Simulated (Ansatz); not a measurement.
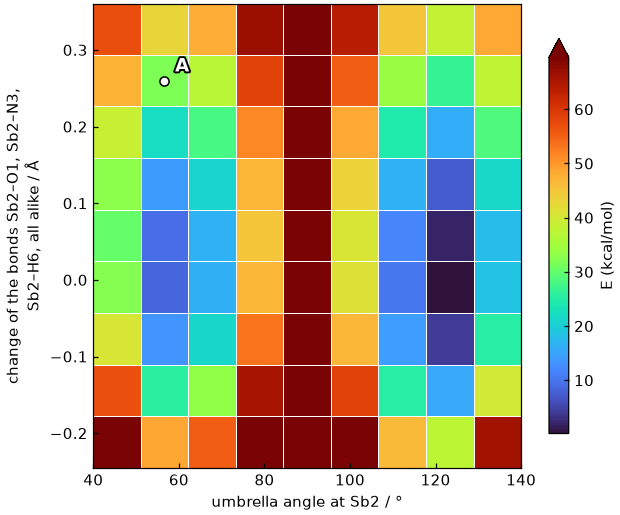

H₆NOSbSi, SMILES [OH][SbH][NH][SiH3]. Coordinates scanned: (1) umbrella angle at Sb2 (between each of its bonds and their common axis; 90 is planar); (2) change of the bonds Sb2–O1, Sb2–N3, Sb2–H6, all alike. Nothing is relaxed (all other coordinates rigid). The scan uses a 9 × 9 grid. Points are written as (first, second). All energies are given in kcal/mol relative to the relaxed molecule at the same level. Energies and slopes of some neighbouring points disagree (a jump in structure or state, or too coarse a mesh). Level of theory: RKS PBE-D4/def2-TZVP (Ansatz 0.2.0).

In the figure: one coloured cell a grid point, one colour for all values above the top of the scale, the point A.

### Which way does the force act at A, and how strong is it?

A, at (56.6°, 0.260 Å), is not a stationary point. The computed force is 0.36 kcal/mol for each degree towards larger values of the first coordinate and 158 kcal/mol for each Å towards smaller values of the second coordinate.
